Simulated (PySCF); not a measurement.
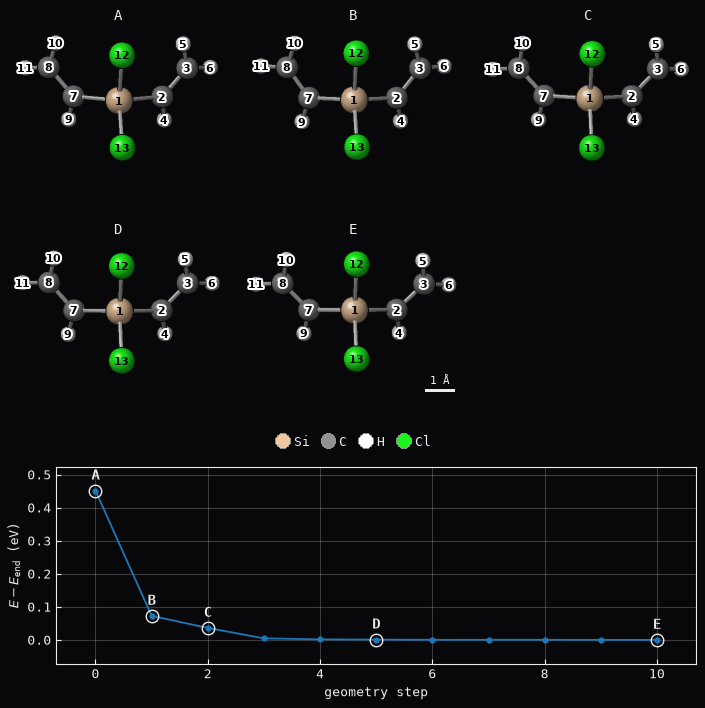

Frames of a relaxation of C$_{4}$H$_{6}$Cl$_{2}$Si, marked on the history of the run. Style: ball-and-stick. Shown face on.

The start comes from GFN2-xTB. Its atoms were then displaced at random by about 0.03 Å.

Method: PySCF, PBE0-D3(BJ)/def2-SVP geometry optimisation, gas phase. 

What happens along the run?

Answer. After 10 geometry steps the energy has fallen by 0.452 eV. H5 moves most after the best rigid fit: 0.23 Å. Largest moves by element: H 0.23 Å, Cl 0.23 Å, Si 0.16 Å, C 0.11 Å. Near-neighbour distances that change, for instance: C8–H11 0.998 → 1.096 Å, C3–H5 1.051 → 1.095 Å, Si1–Cl12 2.111 → 2.071 Å, Si1–Cl13 2.030 → 2.070 Å. Bond angles that change, for instance: C7–Si1–Cl13 113.3° → 107.8°, H10–C8–H11 121.3° → 116.7°, Si1–C7–H9 112.3° → 116.8°. From step 0 to 1: H10 moves most (0.15 Å), energy −0.379 eV. From step 1 to 2: H10 moves most (0.25 Å), energy −0.037 eV. From step 2 to 5: Cl12 moves most (0.12 Å), energy −0.035 eV. From step 5 to 10: H10 moves most (0.11 Å), energy −0.001 eV.

| step | E − E(0), eV |
| --- | --- |
| 0 | 0.0000 |
| 1 | -0.3787 |
| 2 | -0.4153 |
| 3 | -0.4467 |
| 4 | -0.4498 |
| 5 | -0.4505 |
| 6 | -0.4512 |
| 7 | -0.4511 |
| 8 | -0.4511 |
| 9 | -0.4513 |
| 10 | -0.4516 |
